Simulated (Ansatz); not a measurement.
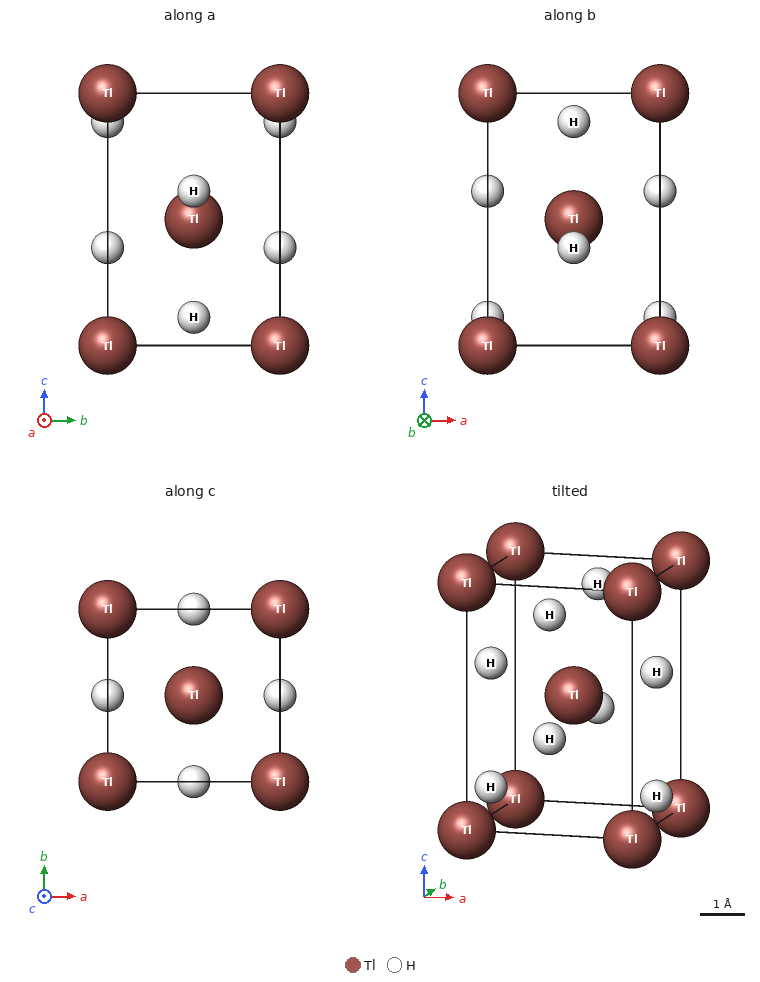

Crystal structure, spheres-only style, seen along the a axis, along the b axis, along the c axis and slightly off an axis. The conventional unit cell is drawn as a box.

Lattice parameters: a = 3.9362 Å, b = 3.9362 Å, c = 5.7564 Å, α = 90.000°, β = 90.000°, γ = 90.000°.

Question: From the views, write a CIF with its space group and independent sites, with free fractional coordinates to two decimals.

Answer:
```cif
data_structure
_symmetry_space_group_name_H-M 'P 42/n m c :1'
_symmetry_Int_Tables_number 137
_cell_length_a 3.9362
_cell_length_b 3.9362
_cell_length_c 5.7564
_cell_angle_alpha 90.000
_cell_angle_beta 90.000
_cell_angle_gamma 90.000
_cell_volume 89.19
loop_
_atom_site_label
_atom_site_type_symbol
_atom_site_symmetry_multiplicity
_atom_site_Wyckoff_symbol
_atom_site_fract_x
_atom_site_fract_y
_atom_site_fract_z
_atom_site_occupancy
Tl1 Tl 2 a 0.00 0.00 0.00 1
H1 H 4 d 0.00 0.50 0.11 1
```

Origin of the cell: a structure type filled with these elements by a generator (whether the compound takes this form wasn't checked). Earlier steps of the study may have refined or changed the cell and positions. It was the input of a calculation with Ansatz.
